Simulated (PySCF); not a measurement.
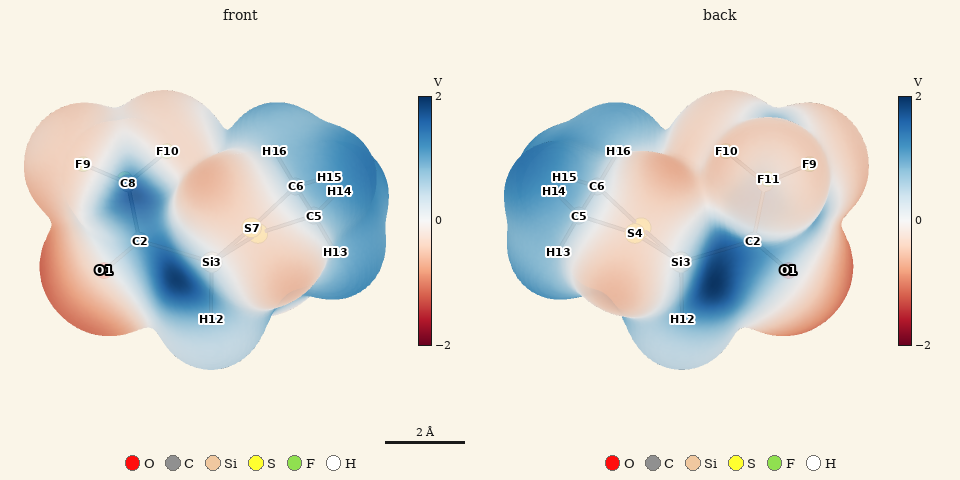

The picture shows: C₄H₅F₃OS₂Si (SMILES O=C([SiH]1SCCS1)C(F)(F)F). The molecular electrostatic potential painted on the density surface at 0.002 e/bohr³, seen from the front and from behind; red is negative and blue positive.

Geometry: GFN2-xTB.

Method: PBE0/pcSseg-1, SCF density, gas phase, non-relativistic in PySCF.

```xyz
16

O     2.9676   -0.9567   -0.9664
C     2.0971   -0.5272   -0.2653
Si    0.2496   -0.8950   -0.6154
S    -0.8382   -1.3594    1.1588
C    -2.2938   -0.3559    0.6846
C    -1.8658    0.9952    0.1670
S    -0.8126    0.8220   -1.3225
C     2.4426    0.3596    0.9534
F     3.5612    1.0646    0.8079
F     1.4485    1.2313    1.1985
F     2.5720   -0.3966    2.0518
H     0.2395   -1.9402   -1.6228
H    -2.8543   -0.9118   -0.0662
H    -2.8972   -0.2509    1.5853
H    -2.7286    1.5847   -0.1401
H    -1.2952    1.5451    0.9148
```

> Which sites attract a positive test charge, and which a negative one?

A positive charge is drawn to the negative regions and a negative charge to the positive ones. The most negative region (about −1.1 V, or −25 kcal/mol for a unit charge) lies over O1, the most positive (about +1.8 V, or +42 kcal/mol for a unit charge) over Si3. O1 is the likeliest acceptor of a hydrogen bond.
